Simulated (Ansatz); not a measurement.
# AlRu: pressure series

The parent structure is AlRu in the CsCl type structure (space group Pm-3m, No. 221; a = 2.976 Å).

Cell and atoms are relaxed at each pressure.

All numbers come from PBEsol/PAW in Ansatz (a quantum-chemistry and plane-wave program), no spin-orbit coupling.

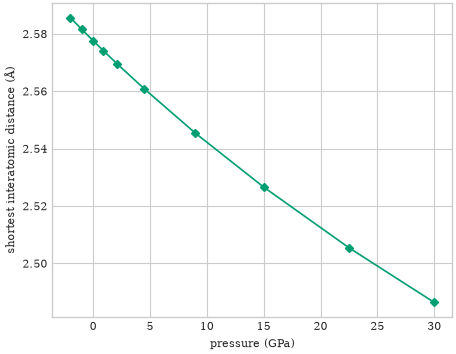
Figure. Shortest interatomic distance against pressure

### Question
From the plot, what is the shortest interatomic distance for pressure 2.1 GPa?

### Answer
About 2.570 Å.

### Question
Is the trend monotonic over the range shown?

### Answer
Yes, it falls throughout, spanning 2.486 Å to 2.586 Å.

Load acts through the strain it causes; cell and atoms are relaxed under it. Stability against distortions was not tested. No other phases were tried under pressure. The final runs are not spin-polarised.
